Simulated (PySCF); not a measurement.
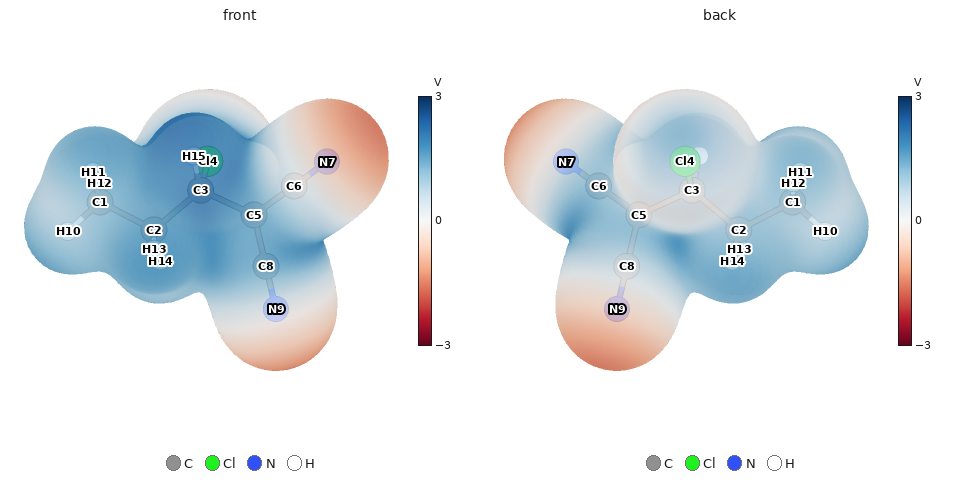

Figure. C6H6ClN2 (doublet). The molecular electrostatic potential painted on the density surface at 0.004 e/bohr³, seen from the front and from behind; the colour scale runs from red (negative) to blue (positive).

Geometry: GFN2-xTB.

The calculation used PySCF, UKS B3LYP, pcH-1 on C Cl H N, non-relativistic, mean-field spin-orbit, GIAO.

```json
{"atom": "C", "x (Å)": "-2.2340", "y (Å)": "-0.2823", "z (Å)": "-0.0532"}
{"atom": "C", "x (Å)": "-0.7601", "y (Å)": "-0.6344", "z (Å)": "-0.2036"}
{"atom": "C", "x (Å)": "0.1437", "y (Å)": "0.5359", "z (Å)": "0.1547"}
{"atom": "Cl", "x (Å)": "-0.0894", "y (Å)": "1.8993", "z (Å)": "-1.0477"}
{"atom": "C", "x (Å)": "1.5939", "y (Å)": "0.2378", "z (Å)": "0.0604"}
{"atom": "C", "x (Å)": "2.4976", "y (Å)": "0.8624", "z (Å)": "0.9068"}
{"atom": "N", "x (Å)": "3.2336", "y (Å)": "1.3771", "z (Å)": "1.6305"}
{"atom": "C", "x (Å)": "2.0892", "y (Å)": "-0.6118", "z (Å)": "-0.9182"}
{"atom": "N", "x (Å)": "2.4994", "y (Å)": "-1.3276", "z (Å)": "-1.7238"}
{"atom": "H", "x (Å)": "-2.8477", "y (Å)": "-1.1433", "z (Å)": "-0.3027"}
{"atom": "H", "x (Å)": "-2.4563", "y (Å)": "0.0142", "z (Å)": "0.9694"}
{"atom": "H", "x (Å)": "-2.5015", "y (Å)": "0.5352", "z (Å)": "-0.7172"}
{"atom": "H", "x (Å)": "-0.5108", "y (Å)": "-1.4632", "z (Å)": "0.4651"}
{"atom": "H", "x (Å)": "-0.5520", "y (Å)": "-0.9537", "z (Å)": "-1.2269"}
{"atom": "H", "x (Å)": "-0.1100", "y (Å)": "0.9624", "z (Å)": "1.1281"}
```

**Which sites attract a positive test charge, and which a negative one?**

A positive charge is drawn to the negative regions and a negative charge to the positive ones. The most negative region (about −1.5 V, or −35 kcal/mol for a unit charge) lies over N7 and N9, the most positive (about +2.2 V, or +51 kcal/mol for a unit charge) over H15. Cl4 shows a σ-hole: about +1.0 V, or +23 kcal/mol for a unit charge at the tip opposite its bond, against about +0.1 V on its flanks.
